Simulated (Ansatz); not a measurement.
## Run report: CH4ClFOTi, single-point calculation

The run: single-point calculation of CH4ClFOTi, SMILES [CH3][Ti]([OH])([F])[Cl]. Method and program: RKS PBE0-D4/def2-TZVPP (Ansatz 0.2.0).

The geometry comes from this level: PBE0-D4/def2-TZVP.

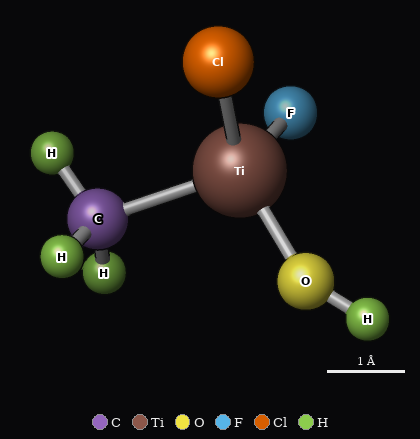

Fig. 1: The structure as given in the input (ball-and-stick view, seen at a tilt). Sticks mark near contacts.

### Summary

- outcome: converged
- total energy: −41497.0325 eV
- mean-field energy: −41496.8612 eV
- dispersion energy: −0.1712 eV
- SCF solution under orbital rotations: stable
- HOMO: −8.45 eV
- LUMO: −2.30 eV
- hardware: 4 threads of Arm Neoverse N1, 15 GiB of memory available, shared host
- wall time: 7 s (CPU time 26 s)
- peak memory: 0.75 GiB

### The input
```yaml
crystal:
  periodic: [false, false, false]
  atoms:
    - {symbol: C, position_ang: [-1.283308, 0.014516, -0.308445]}
    - {symbol: Ti, position_ang: [0.753841, 0.059952, -0.201011]}
    - {symbol: O, position_ang: [1.140949, -0.371101, 1.460399]}
    - {symbol: F, position_ang: [1.316966, -1.120885, -1.368079]}
    - {symbol: Cl, position_ang: [1.348904, 2.115764, -0.725802]}
    - {symbol: H, position_ang: [-1.698422, 0.727501, 0.408731]}
    - {symbol: H, position_ang: [-1.591077, 0.281726, -1.323238]}
    - {symbol: H, position_ang: [-1.627516, -0.995440, -0.067209]}
    - {symbol: H, position_ang: [1.728263, -0.758432, 2.107554]}
basis:
  gaussian: {orbitals: def2-TZVPP}
hamiltonian: {xc: pbe0, dispersion: d4}
output: {orbitals: {seedname: orbitals}}
```

Launched with:
```bash
ansatz run in.yaml --threads 4 --pin off --events-out ev --progress --plain --max-ram 10444MiB
```

### The program's output
```
Functional definition: PBE0
  name "PBE0"
  cite "Adamo & Barone, J. Chem. Phys. 110, 6158 (1999) doi:10.1063/1.478522"
  cite "Perdew, Burke & Ernzerhof, Phys. Rev. Lett. 77, 3865 (1996) doi:10.1103/PhysRevLett.77.3865"
  parent pbe
  parameter a = 0.25
  parameter kappa = 0.804
  parameter beta = 0.06672455060314922
  exchange = (1 - a)*pbe_x(kappa = kappa, mu = beta*pi^2/3) + a*exact_x
  correlation = pbe_c(beta = beta)
1560 factors; their error is unknown
mean field evaluation 1: about -41483.2704 eV, gradient 8.6e1 eV
mean field evaluation 2: about -41316.7989 eV, gradient 3.6e2 eV
mean field evaluation 4: about -41495.3603 eV, gradient 2.6e1 eV
mean field evaluation 8: about -41496.6951 eV, gradient 2.3e-1 eV
mean field evaluation 16: about -41496.8612 eV, gradient 5.3e-4 eV
mean field -41496.86120718 eV, -1524.9815217812 hartree, gradient 8.3e-5 eV, S^2 0.000000; 0 other end points of the search recorded, 0 dependent functions left out
reference -41496.86124462 eV, -1524.9815231569 hartree; 33, 33 occupied and 222, 222 virtual orbitals, 1560 factors
Total energy: -41497.03246359 eV, -1524.9878153381 hartree
```

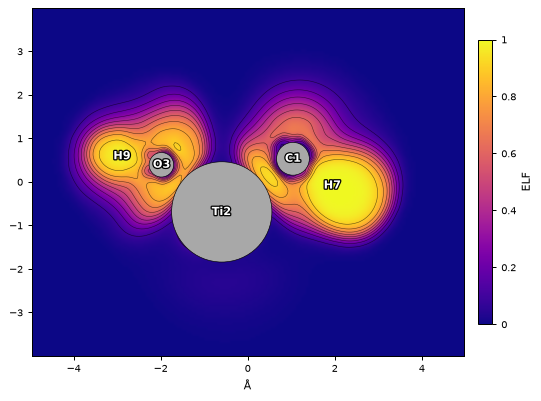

Fig. 2: Electron localisation function on the plane of atoms Ti2, C1 and H7. Grey discs, where drawn, cover atomic cores. Ti–O (1.76 Å): the ELF peaks at about 0.80 in the valence shell of O, 0.5 Å from its nucleus, and is about 0.25 at the midpoint. C–Ti (2.04 Å): the ELF peaks at about 0.95 in the valence shell of C, 0.7 Å from its nucleus, and is about 0.65 at the midpoint.

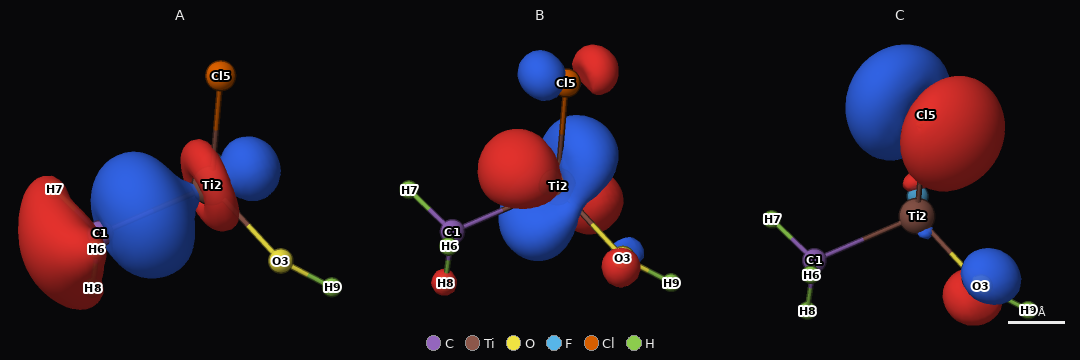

Fig. 3: Three frontier orbitals at ±0.15 Å⁻³ᐟ² (blue and red are the two phases). C is the HOMO−1 (−9.23 eV). A is the HOMO (−8.45 eV). Its weight (Hirshfeld) is mainly on C1 (50 %) and Ti2 (35 %). B is the LUMO (−2.30 eV). Its weight (Hirshfeld) is mainly on Ti2 (75 %) and Cl5 (10 %). The HOMO–LUMO gap is 6.15 eV between the orbital energies.

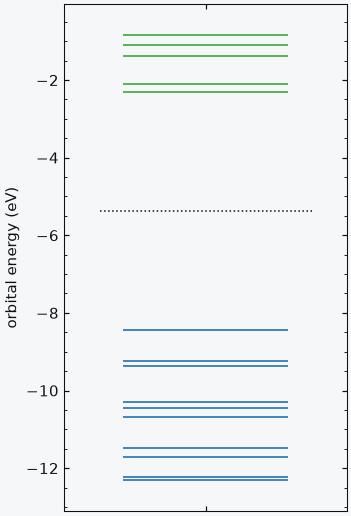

Fig. 4: Orbital energies near the frontier; the dotted line parts filled from empty levels, and levels within 0.02 eV of each other stand side by side. Highest filled −8.45 eV, lowest empty −2.30 eV, 6.15 eV apart.
